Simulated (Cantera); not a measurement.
Charge: 1 mol Ta2O5, 4.1 mol CH4, 1.1 mol H2, 1.1 mol C, held at 10000 Pa.

Cantera equilibrium calculation (NASA polynomials, part measured and part estimated; ideal gas, pure solids and liquids). Candidate condensed phases: C, C6H6, C7H8, C8H18, H2O, Ta, TaC, Ta2O5; 113 gas species. Mutual solubility and eutectic melting of coexisting phases are not modelled. TaC: taken at fixed stoichiometry. Condensed phases not in the tables: Ta2C, N, O or C dissolved in the metal. Equilibrium is a limit: real reactors are often held back by kinetics, nucleation or transport.

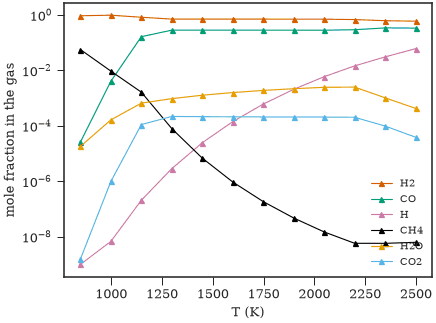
Figure. Equilibrium gas composition (values under 1e-9 drawn at 1e-9)

At 848 K the condensed part is C(graphite) + Ta2O5(s). From 998 K to 1148 K the condensed part is C(graphite) + TaC(s) + Ta2O5(s). From 1298 K to 2048 K the condensed part is TaC(s) + Ta2O5(s). At 2198 K the condensed part is Ta(s) + TaC(s) + Ta2O5(l). From 2348 K to 2498 K the condensed part is Ta(s) + TaC(s).
